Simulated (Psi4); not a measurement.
# Single-point calculation, with input and output: C₂H₄Si (part 2 of 2)

The same run, continued: C₂H₄Si, multiplicity 3, SMILES C#C[SiH3]; MP2/6-311+G**, UHF (Psi4 1.11). The geometry is that of the parent species in another charge or spin state. The geometry comes from this level: PBE0-D4/def2-TZVP.

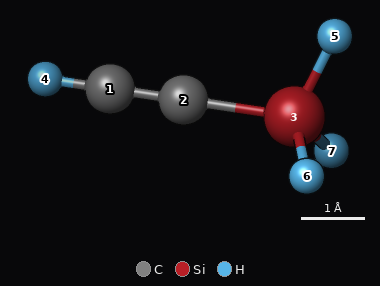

Fig. 1: The structure as given in the input (ball-and-stick view, seen at a tilt; atoms are numbered from 1 in the order of the input).

What the program printed, continued
```
      Computing two-electron integrals...done
      Computed 10546347 non-zero two-electron integrals.
        Stored in file 33.

  Module OCC Options:
  ----------------------------------------------------------------------------
  ACTIVE                        => (empty)
  BASIS_RELATIVISTIC            => (empty)
  BENCH                         => (empty)
  CACHELEVEL                    => (empty)
  CCL_ENERGY                    => (empty)
  CC_MAXITER                    => (empty)
  CC_TYPE                       => (empty)
  CEPA_OS_SCALE                 => (empty)
  CEPA_SOS_SCALE                => (empty)
  CEPA_SS_SCALE                 => (empty)
  CEPA_TYPE                     => (empty)
  CI_TYPE                       => (empty)
  CUBEPROP_BASIS_FUNCTIONS      => (empty)
  CUBEPROP_FILEPATH             => (empty)
  CUBEPROP_ISOCONTOUR_THRESHOLD => (empty)
  CUBEPROP_ORBITALS             => (empty)
  CUBEPROP_TASKS                => (empty)
  CUBIC_BASIS_TOLERANCE         => (empty)
  CUBIC_BLOCK_MAX_POINTS        => (empty)
  CUBIC_GRID_OVERAGE            => (empty)
  CUBIC_GRID_SPACING            => (empty)
  CUTOFF                        => (empty)
  DDX                           => (empty)
  DEBUG                         => (empty)
  DERTYPE                       => (empty)
  DF_BASIS_CC                   => (empty)
  DIE_IF_NOT_CONVERGED          => (empty)
  DIIS_MAX_VECS                 => (empty)
  DIIS_MIN_VECS                 => (empty)
  DKH_ORDER                     => (empty)
  DOCC                          => (empty)
  DO_DIIS                       => (empty)
  DO_LEVEL_SHIFT                => (empty)
  DO_SCS                        => (empty)
  DO_SOS                        => (empty)
  E3_SCALE                      => (empty)
  EA_POLES                      => (empty)
  EKT_EA                        => (empty)
  EKT_IP                        => (empty)
  EP_EA_POLES                   => (empty)
  EP_IP_POLES                   => (empty)
  EP_MAXITER                    => (empty)
  EXTERNAL_POTENTIAL_SYMMETRY   => (empty)
  E_CONVERGENCE                 => 1e-09           !
  FREEZE_CORE                   => (empty)
  FREEZE_CORE_POLICY            => (empty)
  FROZEN_DOCC                   => (empty)
  FROZEN_UOCC                   => (empty)
  INTEGRAL_PACKAGE              => (empty)
  IP_POLES                      => (empty)
  LEVEL_SHIFT                   => (empty)
  LITERAL_CFOUR                 => (empty)
  LS_THC_BASIS_TOLERANCE        => (empty)
  LS_THC_DF                     => (empty)
  LS_THC_PRUNING_SCHEME         => (empty)
  LS_THC_RADIAL_POINTS          => (empty)
  LS_THC_SPHERICAL_POINTS       => (empty)
  LS_THC_S_EPSILON              => (empty)
  LS_THC_WEIGHTS_TOLERANCE      => (empty)
  MAT_NUM_COLUMN_PRINT          => (empty)
  MAX_MOGRAD_CONVERGENCE        => (empty)
  MAX_RADIAL_MOMENT             => (empty)
  MBIS_D_CONVERGENCE            => (empty)
  MBIS_MAXITER                  => (empty)
  MBIS_PRUNING_SCHEME           => (empty)
  MBIS_RADIAL_POINTS            => (empty)
  MBIS_SPHERICAL_POINTS         => (empty)
  MOGRAD_DAMPING                => (empty)
  MOLDEN_WITH_VIRTUAL           => (empty)
  MO_MAXITER                    => (empty)
  MO_READ                       => (empty)
  MO_STEP_MAX                   => (empty)
  MO_WRITE                      => (empty)
  MP2_OS_SCALE                  => (empty)
  MP2_SOS_SCALE                 => (empty)
  MP2_SOS_SCALE2                => (empty)
  MP2_SS_SCALE                  => (empty)
  MP2_TYPE                      => CONV            !
  MP_TYPE                       => (empty)
  NAT_ORBS                      => (empty)
  NUM_FROZEN_DOCC               => 7               !
  NUM_FROZEN_UOCC               => (empty)
  NUM_GPUS                      => (empty)
  OCC_ORBS_PRINT                => (empty)
  OEPROP                        => (empty)
  OPT_METHOD                    => (empty)
  ORBITAL_OPTIMIZER_PACKAGE     => (empty)
  ORB_OPT                       => FALSE           !
  ORB_RESP_SOLVER               => (empty)
  ORTH_TYPE                     => (empty)
  OS_SCALE                      => (empty)
  PARENT_SYMMETRY               => (empty)
  PCG_BETA_TYPE                 => (empty)
  PCG_CONVERGENCE               => (empty)
  PCG_MAXITER                   => (empty)
  PCM                           => (empty)
  PE                            => (empty)
  PRINT                         => (empty)
  PRINT_NOONS                   => (empty)
  PROPERTIES                    => (empty)
  PROPERTIES_ORIGIN             => (empty)
  PUREAM                        => TRUE            !
  QC_MODULE                     => (empty)
  RAS1                          => (empty)
  RAS2                          => (empty)
  RAS3                          => (empty)
  RAS4                          => (empty)
  RELATIVISTIC                  => (empty)
  RELAXED                       => (empty)
  REMP_A                        => (empty)
  RESTRICTED_DOCC               => (empty)
  RESTRICTED_UOCC               => (empty)
  RMS_MOGRAD_CONVERGENCE        => (empty)
  R_CONVERGENCE                 => (empty)
  SCF_TYPE                      => PK              !
  SCREENING                     => (empty)
  SCS_TYPE                      => (empty)
  SOCC                          => (empty)
  SOS_TYPE                      => (empty)
  SPIN_SCALE_TYPE               => NONE            !
  SS_SCALE                      => (empty)
  SYMMETRIZE                    => (empty)
  TPDM_ABCD_TYPE                => (empty)
  WFN                           => (empty)
  WFN_TYPE                      => OMP2            !
  WRITER_FILE_LABEL             => (empty)
  ZORA_BASIS_TOLERANCE          => (empty)
  ZORA_NR_DEBUG                 => (empty)
  ZORA_PRUNING_SCHEME           => (empty)
  ZORA_RADIAL_POINTS            => (empty)
  ZORA_SPHERICAL_POINTS         => (empty)

 ==============================================================================
 ==============================================================================
 ==============================================================================

                             MP2

 ==============================================================================
 ==============================================================================
 ==============================================================================

	MO spaces per irreps...

	IRREP   FC   AOCC  BOCC  AVIR    BVIR  FV
	==========================================
	   A     7     9     7    82     84     0
	==========================================

	Computing MP2 energy using SCF MOs (Canonical MP2)...
	==============================================================================
	Nuclear Repulsion Energy (a.u.)    :    83.04789073585727
	SCF Energy (a.u.)                  :  -366.79660134599038
	REF Energy (a.u.)                  :  -366.79660134599038
	Alpha-Alpha Contribution (a.u.)    :    -0.04565525984548
	Alpha-Beta Contribution (a.u.)     :    -0.24953829166282
	Beta-Beta Contribution (a.u.)      :    -0.02074044718729
	Scaled_SS Correlation Energy (a.u.):    -0.02213190234426
	Scaled_OS Correlation Energy (a.u.):    -0.29944594999538
	SCS-MP2 Total Energy (a.u.)        :  -367.11817919833004
	SOS-MP2 Total Energy (a.u.)        :  -367.09604729598578
	SCSN-MP2 Total Energy (a.u.)       :  -366.91345779036806
	SCS-MP2-VDW Total Energy (a.u.)    :  -367.14920821283522
	SOS-PI-MP2 Total Energy (a.u.)     :  -367.14595495431831
	MP2 Correlation Energy (a.u.)      :    -0.31593399869559
	MP2 Total Energy (a.u.)            :  -367.11253534468597
	==============================================================================

	total time  =          2 seconds =       0.03 minutes

  Variable Map:
  ----------------------------------------------------------------------------
  "CURRENT CORRELATION ENERGY"           =>      -0.315933998696
  "CURRENT ENERGY"                       =>    -367.112535344686
  "CURRENT REFERENCE ENERGY"             =>    -366.796601345990
  "DD SOLVATION ENERGY"                  =>       0.000000000000
  "HF KINETIC ENERGY"                    =>     367.202687634364
  "HF POTENTIAL ENERGY"                  =>    -733.999288980354
  "HF TOTAL ENERGY"                      =>    -366.796601345990
  "HF VIRIAL RATIO"                      =>       1.998894108616
  "MP2 CORRELATION ENERGY"               =>      -0.315933998696
  "MP2 DOUBLES ENERGY"                   =>      -0.315933998696
  "MP2 OPPOSITE-SPIN CORRELATION ENERGY" =>      -0.249538291663
  "MP2 SAME-SPIN CORRELATION ENERGY"     =>      -0.066395707033
  "MP2 SINGLES ENERGY"                   =>       0.000000000000
  "MP2 TOTAL ENERGY"                     =>    -367.112535344686
  "NUCLEAR REPULSION ENERGY"             =>      83.047890735857
  "ONE-ELECTRON ENERGY"                  =>    -669.562352353052
  "PCM POLARIZATION ENERGY"              =>       0.000000000000
  "PE ENERGY"                            =>       0.000000000000
  "SCF ITERATION ENERGY"                 =>    -366.796601345990
  "SCF ITERATIONS"                       =>      20.000000000000
  "SCF TOTAL ENERGY"                     =>    -366.796601345990
  "SCS(N)-MP2 CORRELATION ENERGY"        =>      -0.116856444378
  "SCS(N)-MP2 TOTAL ENERGY"              =>    -366.913457790368
  "SCS-MP2 CORRELATION ENERGY"           =>      -0.321577852340
  "SCS-MP2 TOTAL ENERGY"                 =>    -367.118179198330
  "SCS-MP2-VDW CORRELATION ENERGY"       =>      -0.352606866845
  "SCS-MP2-VDW TOTAL ENERGY"             =>    -367.149208212835
  "SOS-MP2 CORRELATION ENERGY"           =>      -0.299445949995
  "SOS-MP2 TOTAL ENERGY"                 =>    -367.096047295986
  "SOS-PI-MP2 CORRELATION ENERGY"        =>      -0.349353608328
  "SOS-PI-MP2 TOTAL ENERGY"              =>    -367.145954954318
  "TWO-ELECTRON ENERGY"                  =>     219.717860271204

  Array Variable Map:
  ----------------------------------------------------------------------------
  "CURRENT DIPOLE"                       =>      -0.098045555256 ... 0.042719243946 1 by 3
  "SCF DIPOLE"                           =>      -0.098045555256 ... 0.042719243946 1 by 3
  "SCF TOTAL ENERGIES"                   =>    -365.911899097303 ... -366.796601345990 1 by 21

    Psi4 run time: 0:00:07.13
```

The run was set up as follows.

The input (calc.dat)
```
memory 1600 mb

molecule m {
  0 3
  C     -0.580700    -1.871400     0.172200
  C     -0.218500    -0.726500     0.062400
  Si     0.329800     1.004300    -0.103800
  H     -0.901000    -2.883500     0.269300
  H     -0.094500     1.528300    -1.425000
  H     -0.281700     1.818100     0.974900
  H      1.807900     1.062900     0.004400
  symmetry c1
  no_reorient
  no_com
}

set {
  reference uhf
  puream true
  e_convergence 1e-09
  d_convergence 1e-08
  scf_type pk
  num_frozen_docc 7
  mp2_type conv
  maxiter 200
}

energy_value, wavefunction = energy('mp2/6-311+G**', return_wfn=True)
print_variables()
```

Launched with:
```bash
psi4 -i calc.dat -o calc.out -n 1
```

Key numbers

| quantity | value |
| --- | --- |
| outcome | converged |
| total energy | −367.112535 hartree |
| SCF energy | −366.796601 hartree |
| MP2 energy | −367.112535 hartree |
| correlation energy | −0.315934 hartree |
| basis functions | 98 |
| ⟨S²⟩ | 2.018 |
| hardware | 1 thread of Intel Xeon (Granite Rapids), 192 GiB of memory available, shared host |
| wall time | 8.1 s |
| peak memory | 0.56 GiB |
